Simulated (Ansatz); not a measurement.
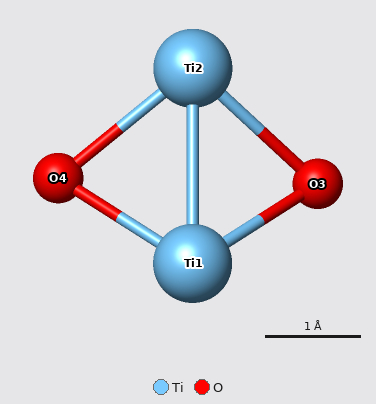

Fig. 1: The input geometry of run A (ball-and-stick view, seen at a tilt; atoms are numbered from 1 in the order of the input). Sticks mark near contacts. Bond lengths as drawn: O–Ti 1.84 Å and Ti–Ti 2.13 Å.

## Ti2O2: one change and its effect

System: Ti2O2, multiplicity 5.
Method of run A: UKS PBE-D4/def2-SVP (Ansatz 0.2.0).

The geometry: PBE-D4/def2-SVP start. Text and figures count atoms from 1; the logs count them from 0 in places.

Input, run A:
```yaml
crystal:
  periodic: [false, false, false]
  atoms:
    - {symbol: Ti, position_ang: [1.056989, -0.127153, 0.302337]}
    - {symbol: Ti, position_ang: [-1.058031, 0.095407, 0.310636]}
    - {symbol: O, position_ang: [0.143286, 1.377265, -0.235685]}
    - {symbol: O, position_ang: [-0.142235, -1.345518, -0.377278]}
basis:
  gaussian: {orbitals: def2-SVP}
magnetization: {spin_polarized: true, initial_magnetization: 4}
hamiltonian: {xc: pbe, dispersion: d4}
scf: {omitted_lower_state_checks: [starts]}
output: {orbitals: {seedname: orbitals}}
relax: {f_tol: 0.02, max_steps: 100}
```

Launched with:
```bash
ansatz run in.yaml --threads 4 --pin off --events-out ev --progress --plain --max-ram 3916MiB
```

Hardware: 4 threads of Arm Neoverse V1, 95 GiB of memory available, shared host.

Output, shortened to warnings, some set-up lines, iterations and results (run A):
```
[...]
mean field evaluation 1: about -50282.3342 eV, gradient 6.4e1 eV
mean field evaluation 2: about -49999.7395 eV, gradient 2.0e2 eV
mean field evaluation 4: about -50284.8255 eV, gradient 5.7e1 eV
mean field evaluation 8: about -50300.0434 eV, gradient 5.1e0 eV
mean field evaluation 16: about -50300.1264 eV, gradient 5.3e-2 eV
[... 21 lines ...]
relax step  15: F+E_penalty+E_count = -50300.95382568 eV  Δ(F+E_penalty+E_count) = -1.617e-3 eV  max|allowed force component| = 3.338e-2 eV/Å  Δτ_max = 0.0173 Å  (70 SCF …
relax step  16: F+E_penalty+E_count = -50300.95271728 eV  Δ(F+E_penalty+E_count) = +1.108e-3 eV  max|allowed force component| = 2.089e-1 eV/Å  Δτ_max = 0.0171 Å  (62 SCF …
mean field evaluation 256: about -50300.8330 eV, gradient 1.1e-5 eV
relax step  17: F+E_penalty+E_count = -50300.95428092 eV  Δ(F+E_penalty+E_count) = -4.552e-4 eV  max|allowed force component| = 3.681e-2 eV/Å  Δτ_max = 0.0049 Å  (56 SCF …
relax step  18: F+E_penalty+E_count = -50300.95449119 eV  Δ(F+E_penalty+E_count) = -2.103e-4 eV  max|allowed force component| = 3.404e-3 eV/Å  Δτ_max = 0.0054 Å  (59 SCF …
these checks for a lower state are left out or cut short: starts
1046 factors; their error is unknown
mean field -50300.83323163 eV, -1848.5215261332 hartree, gradient 8.3e-6 eV, S^2 6.009087; 0 other end points of the search recorded, 0 dependent functions left out
the calculation of the forces begins
reference -50300.83328483 eV, -1848.5215280882 hartree; 32, 28 occupied and 58, 62 virtual orbitals, 1046 factors
Total energy: -50300.95454439 eV, -1848.5259842947 hartree
Atom 0 at     1.182664    -0.158300    -0.006434 Å, force    -0.002005     0.000310     0.000047 eV/Å
Atom 1 at    -1.182634     0.158299     0.006382 Å, force     0.001691    -0.000369     0.000017 eV/Å
Atom 2 at     0.119750     1.416053     0.073627 Å, force    -0.000052    -0.003345    -0.000207 eV/Å
Atom 3 at    -0.119770    -1.416051    -0.073565 Å, force     0.000365     0.003404     0.000144 eV/Å
Dipole moment:     0.000009     0.000007    -0.000008 e Å
Checks for a lower state left out: starts
```

The input of run B differs as follows (lines with − go, lines with + come):
```diff
-magnetization: {spin_polarized: true, initial_magnetization: 4}
+magnetization: {spin_polarized: true, initial_magnetization: 2}
```

Predict how the results change.

With the same method and basis, run B lies 11.5 kcal/mol lower. The HOMO goes from −3.23 to −3.08 eV. The LUMO goes from −2.65 to −2.51 eV. The dipole moment goes from 0.00 to 0.83 D. On the same kind of shared host run B took about 0.3 times as long.

Output, shortened to warnings, some set-up lines, iterations and results (run B):
```
[...]
mean field evaluation 1: about -50282.5522 eV, gradient 6.5e1 eV
mean field evaluation 2: about -50022.8793 eV, gradient 2.0e2 eV
mean field evaluation 4: about -50286.1038 eV, gradient 5.8e1 eV
mean field evaluation 8: about -50300.5858 eV, gradient 9.7e0 eV
mean field evaluation 16: about -50300.9781 eV, gradient 3.5e-2 eV
mean field evaluation 32: about -50300.9782 eV, gradient 4.9e-5 eV
relax step   1: F+E_penalty+E_count = -50301.09840595 eV  Δ(F+E_penalty+E_count) = +0.000e0 eV  max|allowed force component| = 3.116e0 eV/Å  Δτ_max = 0.0000 Å  (59 SCF iters, …
relax step   2: F+E_penalty+E_count = -50301.41153978 eV  Δ(F+E_penalty+E_count) = -3.131e-1 eV  max|allowed force component| = 5.515e-1 eV/Å  Δτ_max = 0.0968 Å  (55 SCF …
relax step   3: F+E_penalty+E_count = -50301.44613366 eV  Δ(F+E_penalty+E_count) = -3.459e-2 eV  max|allowed force component| = 2.731e-1 eV/Å  Δτ_max = 0.0539 Å  (51 SCF …
mean field evaluation 64: about -50301.3295 eV, gradient 6.3e-4 eV
relax step   4: F+E_penalty+E_count = -50301.45149068 eV  Δ(F+E_penalty+E_count) = -5.357e-3 eV  max|allowed force component| = 1.277e-1 eV/Å  Δτ_max = 0.0114 Å  (47 SCF …
relax step   5: F+E_penalty+E_count = -50301.45220750 eV  Δ(F+E_penalty+E_count) = -7.168e-4 eV  max|allowed force component| = 9.680e-3 eV/Å  Δτ_max = 0.0044 Å  (49 SCF …
these checks for a lower state are left out or cut short: starts
1046 factors; their error is unknown
mean field -50301.33009411 eV, -1848.5397854924 hartree, gradient 2.3e-5 eV, S^2 2.021677; 0 other end points of the search recorded, 0 dependent functions left out
the calculation of the forces begins
reference -50301.33014279 eV, -1848.5397872815 hartree; 31, 29 occupied and 59, 61 virtual orbitals, 1046 factors
Total energy: -50301.45225618 eV, -1848.5442748657 hartree
Atom 0 at     1.157969    -0.135275     0.257699 Å, force    -0.009326     0.002541     0.000474 eV/Å
Atom 1 at    -1.158792     0.108091     0.266739 Å, force     0.009680    -0.002605     0.000076 eV/Å
Atom 2 at     0.136619     1.310516    -0.194773 Å, force     0.000544    -0.006534    -0.000614 eV/Å
Atom 3 at    -0.135787    -1.283331    -0.329656 Å, force    -0.000897     0.006599     0.000064 eV/Å
Dipole moment:    -0.000285    -0.008956     0.172800 e Å
Checks for a lower state left out: starts
```

The two runs side by side:

| quantity | run A | run B |
| --- | --- | --- |
| outcome | converged | converged |
| total energy (hartree) | −1848.525984 | −1848.544275 |
| HOMO (eV) | −3.23 | −3.08 |
| LUMO (eV) | −2.65 | −2.51 |
| dipole moment (D) | 0.00 | 0.83 |
| ⟨S²⟩ | 6.009 | 2.022 |
| largest force (eV/Å) | 0.003 | 0.010 |
| basis functions | 90 | 90 |
| wall time (shared host) | 52 s | 16 s |
